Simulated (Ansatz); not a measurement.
# AlBCl (doublet): wB97M-V, B2PLYP, RPA-PBE over vertical spin and charge gaps and displaced geometries, cc-pVDZ

How well do these functionals follow the top wave-function level for AlBCl (doublet) over vertical spin and charge gaps and displaced geometries?

Method: cc-pVDZ, all electrons in the functionals, frozen cores in the correlation of double hybrids and RPA; program: Ansatz 0.2.0, Gaussian basis.

Plan: wB97M-V, B2PLYP, RPA-PBE, at charge 0, doublet; charge 0, quartet; charge 1, singlet; charge 1, triplet; displaced geometry v1; displaced geometry v2.

19 further runs of the same task are left out: 3 for a known fault of the program, 5 that didn't finish, 11 set aside as unsound or not needed.

**1. What is computed**

The geometry is a PBE0/def2-TZVP stationary point (not a proven minimum).

3 atoms, charge 0, spin multiplicity 2.

Atoms are counted from 1 here; the program's logs count them from 0.

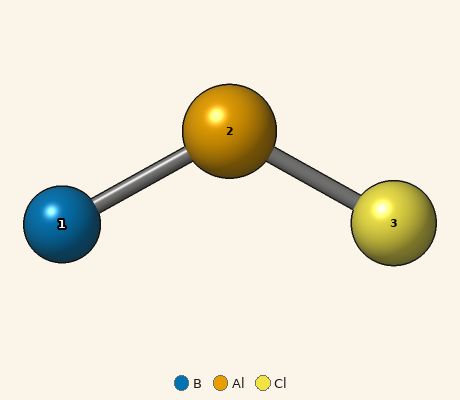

The geometry (boron blue, aluminium amber, chlorine yellow); atoms are numbered from 1 in the order of the file.

No dispersion term is added; wB97M-V holds VV10 nonlocal correlation.

The geometry shown and the zero of energy belong to the point charge 0, doublet. The yardstick, RCCSDT(Q), and other wave-function levels (R restricted, U unrestricted, valence and pair active spaces) come from earlier runs.

**2. wB97M-V, charge 0, doublet**

File in.yaml:

```yaml
crystal:
  periodic: [false, false, false]
  atoms:
    - {symbol: B, position_ang: [0.000000, 0.761887, -2.406751]}
    - {symbol: Al, position_ang: [0.000000, -0.553323, -0.706867]}
    - {symbol: Cl, position_ang: [0.000000, 0.188778, 1.271874]}
basis:
  gaussian: {orbitals: cc-pVDZ}
magnetization: {spin_polarized: true, initial_magnetization: 1}
hamiltonian: {xc: {name: wB97M-V}}
output: {forces: true, orbitals: {seedname: orbitals}}
```

Launch:

```bash
ansatz run in.yaml --threads 1 --pin off --events-out ev --progress --plain --max-ram 2393MiB
```

The program printed (excerpt; [...] marks lines left out):

```text
Functional definition: wB97M-V
  name "wB97M-V"
  cite "Mardirossian & Head-Gordon, J. Chem. Phys. 144, 214110 (2016) doi:10.1063/1.4952647"
  cite "Becke, J. Chem. Phys. 107, 8554 (1997) doi:10.1063/1.475007"
  cite "Vydrov & Van Voorhis, J. Chem. Phys. 133, 244103 (2010) doi:10.1063/1.3521275"
  # Of w^i u^j: cxij and so on, Table III.
[...]
  gx(w, u) = 1 - cx + cx01*u + cx10*w
  gss(w, u) = css00 + css04*u^4 + css10*w + css20*w^2 + css43*w^4*u^3
  gos(w, u) = cos00 + cos10*w + (cos20 + cos21*u)*w^2 + (cos60 + cos61*u)*w^6
[...]
      + integral(e_c_pw_mod_opposite_spin*gos(b97_w_opposite, b97_u_opposite)) + vv10(b, c)
509 factors; integrals over basis functions are off by at most 7.2e-4 eV
151 factors; integrals over basis functions are off by at most 1.7e-5 eV
[...]
mean field -19791.36619058 eV, -727.3192924338 hartree, gradient 8.3e-6 eV, S^2 0.924444; 5 other end points of the search recorded, 0 dependent functions left out
[...]
reference -19791.36622576 eV, -727.3192937268 hartree; 18, 17 occupied and 32, 33 virtual orbitals, 509 factors
Total energy: -19791.36622576 eV, -727.3192937268 hartree
Atom 0 at     0.000000     0.761887    -2.406751 Å, force     0.000000     0.317777    -0.408620 eV/Å
Atom 1 at     0.000000    -0.553323    -0.706867 Å, force     0.000000    -0.528684    -0.150020 eV/Å
Atom 2 at     0.000000     0.188778     1.271874 Å, force    -0.000000     0.210908     0.558640 eV/Å
Dipole moment:     0.000000    -0.360283    -0.108752 e Å
```

It took 20 s on 1 thread of Intel Xeon Platinum 8259CL at 2.50GHz, shared host.

From the report: ⟨S²⟩ of the determinant 0.924 (pure doublet: 0.75).

**3. wB97M-V, charge 0, quartet**

Changes to in.yaml since step 2:

```diff
@@ -8,4 +8,4 @@
   gaussian: {orbitals: cc-pVDZ}
-magnetization: {spin_polarized: true, initial_magnetization: 1}
+magnetization: {spin_polarized: true, initial_magnetization: 3}
 hamiltonian: {xc: {name: wB97M-V}}
-output: {forces: true, orbitals: {seedname: orbitals}}
+output: {orbitals: {seedname: orbitals}}
```

The command is unchanged.

The program printed (excerpt; [...] marks lines left out):

```text
Functional definition: wB97M-V
  name "wB97M-V"
  cite "Mardirossian & Head-Gordon, J. Chem. Phys. 144, 214110 (2016) doi:10.1063/1.4952647"
  cite "Becke, J. Chem. Phys. 107, 8554 (1997) doi:10.1063/1.475007"
  cite "Vydrov & Van Voorhis, J. Chem. Phys. 133, 244103 (2010) doi:10.1063/1.3521275"
  # Of w^i u^j: cxij and so on, Table III.
[...]
  gx(w, u) = 1 - cx + cx01*u + cx10*w
  gss(w, u) = css00 + css04*u^4 + css10*w + css20*w^2 + css43*w^4*u^3
  gos(w, u) = cos00 + cos10*w + (cos20 + cos21*u)*w^2 + (cos60 + cos61*u)*w^6
[...]
      + integral(e_c_pw_mod_opposite_spin*gos(b97_w_opposite, b97_u_opposite)) + vv10(b, c)
509 factors; integrals over basis functions are off by at most 7.2e-4 eV
151 factors; integrals over basis functions are off by at most 1.7e-5 eV
[...]
mean field -19790.61622043 eV, -727.2917315394 hartree, gradient 2.3e-5 eV, S^2 3.754326; 3 other end points of the search recorded, 0 dependent functions left out
reference -19790.61625457 eV, -727.2917327940 hartree; 19, 16 occupied and 31, 34 virtual orbitals, 509 factors
Total energy: -19790.61625457 eV, -727.2917327940 hartree
```

It took 13 s on 1 thread of Intel Xeon Platinum 8259CL at 2.50GHz, shared host.

From the report: ⟨S²⟩ of the determinant 3.754 (pure quartet: 3.75).

From charge 0, doublet: +0.750 eV.

**4. wB97M-V, charge 1, singlet**

Changes to in.yaml since step 3:

```diff
@@ -8,3 +8,4 @@
   gaussian: {orbitals: cc-pVDZ}
-magnetization: {spin_polarized: true, initial_magnetization: 3}
+total_charge: 1
+magnetization: {spin_polarized: true, initial_magnetization: 0}
 hamiltonian: {xc: {name: wB97M-V}}
```

Launched as before.

The program printed (excerpt; [...] marks lines left out):

```text
Functional definition: wB97M-V
  name "wB97M-V"
  cite "Mardirossian & Head-Gordon, J. Chem. Phys. 144, 214110 (2016) doi:10.1063/1.4952647"
  cite "Becke, J. Chem. Phys. 107, 8554 (1997) doi:10.1063/1.475007"
  cite "Vydrov & Van Voorhis, J. Chem. Phys. 133, 244103 (2010) doi:10.1063/1.3521275"
  # Of w^i u^j: cxij and so on, Table III.
[...]
  gx(w, u) = 1 - cx + cx01*u + cx10*w
  gss(w, u) = css00 + css04*u^4 + css10*w + css20*w^2 + css43*w^4*u^3
  gos(w, u) = cos00 + cos10*w + (cos20 + cos21*u)*w^2 + (cos60 + cos61*u)*w^6
[...]
      + integral(e_c_pw_mod_opposite_spin*gos(b97_w_opposite, b97_u_opposite)) + vv10(b, c)
509 factors; integrals over basis functions are off by at most 7.2e-4 eV
151 factors; integrals over basis functions are off by at most 1.7e-5 eV
[...]
mean field -19783.78541082 eV, -727.0407039164 hartree, gradient 1.3e-5 eV, S^2 0.000000; 3 other end points of the search recorded, 0 dependent functions left out
reference -19783.78544929 eV, -727.0407053300 hartree; 17, 17 occupied and 33, 33 virtual orbitals, 509 factors
Total energy: -19783.78544929 eV, -727.0407053300 hartree
```

Wall time 17 s (1 thread of Intel Xeon Platinum 8259CL at 2.50GHz, shared host).

From the report: ⟨S²⟩ of the determinant 0.000 (pure singlet: 0.00).

From charge 0, doublet: +7.581 eV.

**5. wB97M-V, charge 1, triplet**

Changes to in.yaml since step 4:

```diff
@@ -9,4 +9,4 @@
 total_charge: 1
-magnetization: {spin_polarized: true, initial_magnetization: 0}
+magnetization: {spin_polarized: true, initial_magnetization: 2}
 hamiltonian: {xc: {name: wB97M-V}}
-output: {orbitals: {seedname: orbitals}}
+output: {forces: true, orbitals: {seedname: orbitals}}
```

Same command.

The program printed (excerpt; [...] marks lines left out):

```text
Functional definition: wB97M-V
  name "wB97M-V"
  cite "Mardirossian & Head-Gordon, J. Chem. Phys. 144, 214110 (2016) doi:10.1063/1.4952647"
  cite "Becke, J. Chem. Phys. 107, 8554 (1997) doi:10.1063/1.475007"
  cite "Vydrov & Van Voorhis, J. Chem. Phys. 133, 244103 (2010) doi:10.1063/1.3521275"
  # Of w^i u^j: cxij and so on, Table III.
[...]
  gx(w, u) = 1 - cx + cx01*u + cx10*w
  gss(w, u) = css00 + css04*u^4 + css10*w + css20*w^2 + css43*w^4*u^3
  gos(w, u) = cos00 + cos10*w + (cos20 + cos21*u)*w^2 + (cos60 + cos61*u)*w^6
[...]
      + integral(e_c_pw_mod_opposite_spin*gos(b97_w_opposite, b97_u_opposite)) + vv10(b, c)
509 factors; integrals over basis functions are off by at most 7.2e-4 eV
151 factors; integrals over basis functions are off by at most 1.7e-5 eV
[...]
mean field -19782.91516534 eV, -727.0087229849 hartree, gradient 2.0e-10 eV, S^2 2.009248; 2 other end points of the search recorded, 0 dependent functions left out
[...]
reference -19782.91520256 eV, -727.0087243526 hartree; 18, 16 occupied and 32, 34 virtual orbitals, 509 factors
Total energy: -19782.91520256 eV, -727.0087243526 hartree
Atom 0 at     0.000000     0.761887    -2.406751 Å, force     0.000000    -0.605911     0.254083 eV/Å
Atom 1 at     0.000000    -0.553323    -0.706867 Å, force     0.000000     1.278536     0.601793 eV/Å
Atom 2 at     0.000000     0.188778     1.271874 Å, force     0.000000    -0.672626    -0.855876 eV/Å
Dipole moment:    -0.000000    -0.468860    -1.246801 e Å
```

Run time: 37 s. Hardware: 1 thread of Intel Xeon Platinum 8259CL at 2.50GHz, shared host.

From the report: ⟨S²⟩ of the determinant 2.009 (pure triplet: 2.00).

From charge 0, doublet: +8.451 eV.

**6. wB97M-V, displaced geometry v1**

File in.yaml:

```yaml
crystal:
  periodic: [false, false, false]
  atoms:
    - {symbol: B, position_ang: [-0.022506, 0.746939, -2.376618]}
    - {symbol: Al, position_ang: [-0.023339, -0.584413, -0.687887]}
    - {symbol: Cl, position_ang: [0.024625, 0.216998, 1.248241]}
basis:
  gaussian: {orbitals: cc-pVDZ}
magnetization: {spin_polarized: true, initial_magnetization: 1}
hamiltonian: {xc: {name: wB97M-V}}
output: {forces: true, orbitals: {seedname: orbitals}}
```

The command is unchanged.

The program printed (excerpt; [...] marks lines left out):

```text
Functional definition: wB97M-V
  name "wB97M-V"
  cite "Mardirossian & Head-Gordon, J. Chem. Phys. 144, 214110 (2016) doi:10.1063/1.4952647"
  cite "Becke, J. Chem. Phys. 107, 8554 (1997) doi:10.1063/1.475007"
  cite "Vydrov & Van Voorhis, J. Chem. Phys. 133, 244103 (2010) doi:10.1063/1.3521275"
  # Of w^i u^j: cxij and so on, Table III.
[...]
  gx(w, u) = 1 - cx + cx01*u + cx10*w
  gss(w, u) = css00 + css04*u^4 + css10*w + css20*w^2 + css43*w^4*u^3
  gos(w, u) = cos00 + cos10*w + (cos20 + cos21*u)*w^2 + (cos60 + cos61*u)*w^6
[...]
      + integral(e_c_pw_mod_opposite_spin*gos(b97_w_opposite, b97_u_opposite)) + vv10(b, c)
509 factors; integrals over basis functions are off by at most 7.1e-4 eV
151 factors; integrals over basis functions are off by at most 1.6e-5 eV
[...]
mean field -19791.35330859 eV, -727.3188190297 hartree, gradient 8.2e-6 eV, S^2 0.935545; 5 other end points of the search recorded, 0 dependent functions left out
[...]
reference -19791.35334364 eV, -727.3188203177 hartree; 18, 17 occupied and 32, 33 virtual orbitals, 509 factors
Total energy: -19791.35334364 eV, -727.3188203177 hartree
Atom 0 at    -0.022506     0.746939    -2.376618 Å, force    -0.000151     0.292272    -0.391503 eV/Å
Atom 1 at    -0.023339    -0.584413    -0.687887 Å, force    -0.020263    -0.624100    -0.444674 eV/Å
Atom 2 at     0.024625     0.216998     1.248241 Å, force     0.020415     0.331828     0.836177 eV/Å
Dipole moment:    -0.009149    -0.363010    -0.094593 e Å
```

Wall time 22 s (1 thread of Intel Xeon Platinum 8259CL at 2.50GHz, shared host).

From the report: ⟨S²⟩ of the determinant 0.936 (pure doublet: 0.75).

From charge 0, doublet: +0.013 eV.

**7. wB97M-V, displaced geometry v2**

File in.yaml:

```yaml
crystal:
  periodic: [false, false, false]
  atoms:
    - {symbol: B, position_ang: [0.103452, 0.770443, -2.412674]}
    - {symbol: Al, position_ang: [-0.061422, -0.536393, -0.701196]}
    - {symbol: Cl, position_ang: [0.015199, 0.173284, 1.269364]}
basis:
  gaussian: {orbitals: cc-pVDZ}
magnetization: {spin_polarized: true, initial_magnetization: 1}
hamiltonian: {xc: {name: wB97M-V}}
output: {forces: true, orbitals: {seedname: orbitals}}
```

The command is unchanged.

The program printed (excerpt; [...] marks lines left out):

```text
Functional definition: wB97M-V
  name "wB97M-V"
  cite "Mardirossian & Head-Gordon, J. Chem. Phys. 144, 214110 (2016) doi:10.1063/1.4952647"
  cite "Becke, J. Chem. Phys. 107, 8554 (1997) doi:10.1063/1.475007"
  cite "Vydrov & Van Voorhis, J. Chem. Phys. 133, 244103 (2010) doi:10.1063/1.3521275"
  # Of w^i u^j: cxij and so on, Table III.
[...]
  gx(w, u) = 1 - cx + cx01*u + cx10*w
  gss(w, u) = css00 + css04*u^4 + css10*w + css20*w^2 + css43*w^4*u^3
  gos(w, u) = cos00 + cos10*w + (cos20 + cos21*u)*w^2 + (cos60 + cos61*u)*w^6
[...]
      + integral(e_c_pw_mod_opposite_spin*gos(b97_w_opposite, b97_u_opposite)) + vv10(b, c)
509 factors; integrals over basis functions are off by at most 7.2e-4 eV
151 factors; integrals over basis functions are off by at most 1.7e-5 eV
[...]
mean field -19791.35826755 eV, -727.3190012680 hartree, gradient 8.3e-6 eV, S^2 0.913460; 4 other end points of the search recorded, 0 dependent functions left out
[...]
reference -19791.35830277 eV, -727.3190025621 hartree; 18, 17 occupied and 32, 33 virtual orbitals, 509 factors
Total energy: -19791.35830277 eV, -727.3190025621 hartree
Atom 0 at     0.103452     0.770443    -2.412674 Å, force     0.034432     0.272934    -0.357016 eV/Å
Atom 1 at    -0.061422    -0.536393    -0.701196 Å, force    -0.066888    -0.573517    -0.476820 eV/Å
Atom 2 at     0.015199     0.173284     1.269364 Å, force     0.032456     0.300583     0.833836 eV/Å
Dipole moment:    -0.041938    -0.351525    -0.081188 e Å
```

It took 19 s on 1 thread of Intel Xeon Platinum 8259CL at 2.50GHz, shared host.

From the report: ⟨S²⟩ of the determinant 0.913 (pure doublet: 0.75).

From charge 0, doublet: +0.008 eV.

**8. B2PLYP, charge 0, doublet**

File in.yaml:

```yaml
crystal:
  periodic: [false, false, false]
  atoms:
    - {symbol: B, position_ang: [0.000000, 0.761887, -2.406751]}
    - {symbol: Al, position_ang: [0.000000, -0.553323, -0.706867]}
    - {symbol: Cl, position_ang: [0.000000, 0.188778, 1.271874]}
basis:
  gaussian: {orbitals: cc-pVDZ}
magnetization: {spin_polarized: true, initial_magnetization: 1}
hamiltonian: {xc: {name: B2PLYP}}
correlation: {electrons: outside_noble_gas}
```

Same command.

The program printed (excerpt; [...] marks lines left out):

```text
Functional definition: B2PLYP
  name "B2PLYP"
  cite "Grimme, J. Chem. Phys. 124, 034108 (2006) doi:10.1063/1.2148954"
  cite "Becke, Phys. Rev. A 38, 3098 (1988) doi:10.1103/PhysRevA.38.3098"
  cite "Lee, Yang & Parr, Phys. Rev. B 37, 785 (1988) doi:10.1103/PhysRevB.37.785"
[...]
509 factors; integrals over basis functions are off by at most 7.2e-4 eV
[...]
mean field -19782.60419107 eV, -726.9972948913 hartree, gradient 1.4e-6 eV, S^2 1.337542; 7 other end points of the search recorded, 0 dependent functions left out
11 core orbitals not correlated: weight in the atoms' cores, before any rotation towards them, 1.000 or more for the frozen orbitals, at most 0.000 for the correlated occupied ones
reference -19782.60431978 eV, -726.9972996211 hartree; 7, 6 occupied and 32, 33 virtual orbitals, 509 factors
second order -7.50608988 eV of doubles, -0.00000000 eV of singles
Total energy: -19784.63096405 eV, -727.0717774243 hartree
```

Run time: 10 s. Hardware: 1 thread of Intel Xeon Platinum 8259CL at 2.50GHz, shared host.

From the report: ⟨S²⟩ of the determinant 1.338 (pure doublet: 0.75). The determinant is far from a pure spin state, so its energy mixes those of several spin states (harmless only where they are near-degenerate, as at dissociation).

**9. B2PLYP, charge 0, quartet**

Changes to in.yaml since step 8:

```diff
@@ -8,3 +8,3 @@
   gaussian: {orbitals: cc-pVDZ}
-magnetization: {spin_polarized: true, initial_magnetization: 1}
+magnetization: {spin_polarized: true, initial_magnetization: 3}
 hamiltonian: {xc: {name: B2PLYP}}
```

Same command.

The program printed (excerpt; [...] marks lines left out):

```text
Functional definition: B2PLYP
  name "B2PLYP"
  cite "Grimme, J. Chem. Phys. 124, 034108 (2006) doi:10.1063/1.2148954"
  cite "Becke, Phys. Rev. A 38, 3098 (1988) doi:10.1103/PhysRevA.38.3098"
  cite "Lee, Yang & Parr, Phys. Rev. B 37, 785 (1988) doi:10.1103/PhysRevB.37.785"
[...]
509 factors; integrals over basis functions are off by at most 7.2e-4 eV
[...]
mean field -19782.09705027 eV, -726.9786578104 hartree, gradient 4.8e-6 eV, S^2 3.764411; 4 other end points of the search recorded, 0 dependent functions left out
11 core orbitals not correlated: weight in the atoms' cores, before any rotation towards them, 1.000 or more for the frozen orbitals, at most 0.000 for the correlated occupied ones
reference -19782.09718050 eV, -726.9786625962 hartree; 8, 5 occupied and 31, 34 virtual orbitals, 509 factors
second order -7.15054321 eV of doubles, -0.00000000 eV of singles
Total energy: -19784.02782717 eV, -727.0496125526 hartree
```

It took 4.2 s on 1 thread of Intel Xeon Platinum 8259CL at 2.50GHz, shared host.

From the report: ⟨S²⟩ of the determinant 3.764 (pure quartet: 3.75).

From charge 0, doublet: +0.603 eV.

**10. B2PLYP, charge 1, singlet**

Changes to in.yaml since step 9:

```diff
@@ -8,3 +8,4 @@
   gaussian: {orbitals: cc-pVDZ}
-magnetization: {spin_polarized: true, initial_magnetization: 3}
+total_charge: 1
+magnetization: {spin_polarized: true, initial_magnetization: 0}
 hamiltonian: {xc: {name: B2PLYP}}
```

The command is unchanged.

The program printed (excerpt; [...] marks lines left out):

```text
Functional definition: B2PLYP
  name "B2PLYP"
  cite "Grimme, J. Chem. Phys. 124, 034108 (2006) doi:10.1063/1.2148954"
  cite "Becke, Phys. Rev. A 38, 3098 (1988) doi:10.1103/PhysRevA.38.3098"
  cite "Lee, Yang & Parr, Phys. Rev. B 37, 785 (1988) doi:10.1103/PhysRevB.37.785"
[...]
509 factors; integrals over basis functions are off by at most 7.2e-4 eV
[...]
mean field -19774.99584362 eV, -726.7176932792 hartree, gradient 4.2e-6 eV, S^2 0.550290; 11 other end points of the search recorded, 0 dependent functions left out
11 core orbitals not correlated: weight in the atoms' cores, before any rotation towards them, 1.000 or more for the frozen orbitals, at most 0.000 for the correlated occupied ones
reference -19774.99598144 eV, -726.7176983442 hartree; 6, 6 occupied and 33, 33 virtual orbitals, 509 factors
second order -7.28539812 eV of doubles, -0.00000000 eV of singles
Total energy: -19776.96303893 eV, -726.7899863738 hartree
```

It took 16 s on 1 thread of Intel Xeon Platinum 8259CL at 2.50GHz, shared host.

From the report: ⟨S²⟩ of the determinant 0.550 (pure singlet: 0.00). The determinant is far from a pure spin state, so its energy mixes those of several spin states (harmless only where they are near-degenerate, as at dissociation).

From charge 0, doublet: +7.668 eV.

**11. B2PLYP, charge 1, triplet**

Changes to in.yaml since step 10:

```diff
@@ -9,3 +9,3 @@
 total_charge: 1
-magnetization: {spin_polarized: true, initial_magnetization: 0}
+magnetization: {spin_polarized: true, initial_magnetization: 2}
 hamiltonian: {xc: {name: B2PLYP}}
```

The command is unchanged.

The program printed (excerpt; [...] marks lines left out):

```text
Functional definition: B2PLYP
  name "B2PLYP"
  cite "Grimme, J. Chem. Phys. 124, 034108 (2006) doi:10.1063/1.2148954"
  cite "Becke, Phys. Rev. A 38, 3098 (1988) doi:10.1103/PhysRevA.38.3098"
  cite "Lee, Yang & Parr, Phys. Rev. B 37, 785 (1988) doi:10.1103/PhysRevB.37.785"
[...]
509 factors; integrals over basis functions are off by at most 7.2e-4 eV
[...]
mean field -19774.46702718 eV, -726.6982596337 hartree, gradient 1.7e-8 eV, S^2 2.022650; 7 other end points of the search recorded, 0 dependent functions left out
11 core orbitals not correlated: weight in the atoms' cores, before any rotation towards them, 1.000 or more for the frozen orbitals, at most 0.000 for the correlated occupied ones
reference -19774.46716223 eV, -726.6982645967 hartree; 7, 5 occupied and 32, 34 virtual orbitals, 509 factors
second order -6.92473255 eV of doubles, -0.00000000 eV of singles
Total energy: -19776.33684002 eV, -726.7669739881 hartree
```

Wall time 15 s (1 thread of Intel Xeon Platinum 8259CL at 2.50GHz, shared host).

From the report: ⟨S²⟩ of the determinant 2.023 (pure triplet: 2.00).

From charge 0, doublet: +8.294 eV.

**12. B2PLYP, displaced geometry v1**

File in.yaml:

```yaml
crystal:
  periodic: [false, false, false]
  atoms:
    - {symbol: B, position_ang: [-0.022506, 0.746939, -2.376618]}
    - {symbol: Al, position_ang: [-0.023339, -0.584413, -0.687887]}
    - {symbol: Cl, position_ang: [0.024625, 0.216998, 1.248241]}
basis:
  gaussian: {orbitals: cc-pVDZ}
magnetization: {spin_polarized: true, initial_magnetization: 1}
hamiltonian: {xc: {name: B2PLYP}}
correlation: {electrons: outside_noble_gas}
```

The command is unchanged.

The program printed (excerpt; [...] marks lines left out):

```text
Functional definition: B2PLYP
  name "B2PLYP"
  cite "Grimme, J. Chem. Phys. 124, 034108 (2006) doi:10.1063/1.2148954"
  cite "Becke, Phys. Rev. A 38, 3098 (1988) doi:10.1103/PhysRevA.38.3098"
  cite "Lee, Yang & Parr, Phys. Rev. B 37, 785 (1988) doi:10.1103/PhysRevB.37.785"
[...]
509 factors; integrals over basis functions are off by at most 7.1e-4 eV
[...]
mean field -19782.59362959 eV, -726.9969067638 hartree, gradient 2.8e-6 eV, S^2 1.340240; 7 other end points of the search recorded, 0 dependent functions left out
11 core orbitals not correlated: weight in the atoms' cores, before any rotation towards them, 1.000 or more for the frozen orbitals, at most 0.000 for the correlated occupied ones
reference -19782.59375831 eV, -726.9969114943 hartree; 7, 6 occupied and 32, 33 virtual orbitals, 509 factors
second order -7.49368872 eV of doubles, -0.00000000 eV of singles
Total energy: -19784.61705427 eV, -727.0712662493 hartree
```

Wall time 14 s (1 thread of Intel Xeon Platinum 8259CL at 2.50GHz, shared host).

From the report: ⟨S²⟩ of the determinant 1.340 (pure doublet: 0.75). The determinant is far from a pure spin state, so its energy mixes those of several spin states (harmless only where they are near-degenerate, as at dissociation).

From charge 0, doublet: +0.014 eV.

(Part 1 of 2 ends here.)
